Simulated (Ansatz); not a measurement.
**AlB2H5: comparison of dispersion corrections from a Python script**

The task is a comparison of dispersion corrections, for AlB2H5.

All numbers are computed with the Python package of Ansatz 0.2.0. The levels of theory stand in the script.

## Step 1: Starting point

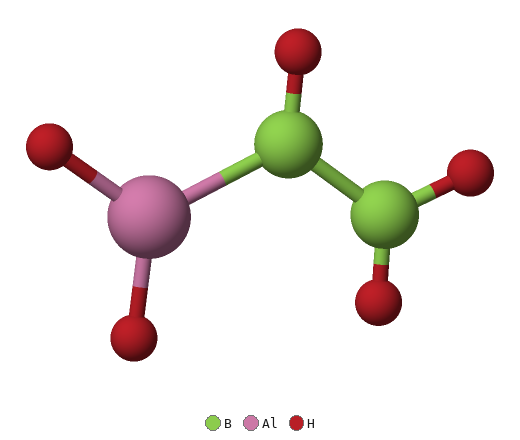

The structure that the script starts from, seen from a chosen angle (boron green, aluminium pink, hydrogen red).

The script holds or builds the structure itself.

## Step 2: The script

File disp.py:

```python
import warnings

import ansatz as az

BASIS = "def2-SVP"

warnings.simplefilter("ignore", az.DeckWarning)

geometry_ang = [
    ("B", (-1.1978, 0.6548, -0.753)),
    ("B", (0.0992, 0.6979, 0.1953)),
    ("Al", (1.0593, -1.0656, 0.5844)),
    ("H", (-1.5742, -0.3009, -1.2277)),
    ("H", (-1.8062, 1.7062, -1.0094)),
    ("H", (0.5008, 1.7303, 0.6516)),
    ("H", (0.5802, -2.4354, -0.0156)),
    ("H", (2.4309, -1.0444, 1.5186)),
]
molecule = az.Crystal.molecule()
for symbol, xyz in geometry_ang:
    molecule = molecule.atom(symbol, xyz)

base = molecule.calculation().basis(gaussian=BASIS)
for name in ["r2scan", "pbe"]:
    for correction in ("d3bj", "d4"):
        r = base.functional(name, dispersion=correction).run(threads=1).report
        print(f"{name:8s} {correction:5s} total {r['free_energy_ev']:.5f} eV, of which dispersion {1000 * r['dispersion']['energy']['ev']:.2f} meV")
```

## Step 3: Running it

Command:

```
$ python disp.py
```

The log of the run:

```text
r2scan   d3bj  total -8021.63352 eV, of which dispersion -32.59 meV
r2scan   d4    total -8021.62765 eV, of which dispersion -26.73 meV
pbe      d3bj  total -8017.01963 eV, of which dispersion -117.15 meV
pbe      d4    total -8017.01687 eV, of which dispersion -114.38 meV
```

It took 8.8 s on 1 thread of Arm Neoverse V2, shared host; peak memory 0.18 GiB.

## Step 4: The runs side by side

One row for each of the 4 runs:

```csv
run,functional,dispersion,energy (eV),SCF cycles,CPU time (s)
1,r2scan,d3bj,-8021.6335,19,2.7
2,r2scan,d4,-8021.6277,19,2.7
3,pbe,d3bj,-8017.0196,25,1.5
4,pbe,d4,-8017.0169,25,1.5
```

Totals under unlike functionals or potentials can't be compared directly.

## Step 5: What came out

```
         quantity                  value
dispersion energy  -117.15 to -26.73 meV
    runs compared                      4
```

The dispersion term depends on the functional it is damped for, so it isn't a property of the molecule alone. All 4 runs converged (19 to 25 cycles). Notes:
- The geometry is a force-field or estimated start, not a minimum of this method, and the basis set is short of its limit. D4 holds the three-body term, and d3bj doesn't.
- A dispersion term here runs with damping parameters fitted for another variant or functional.
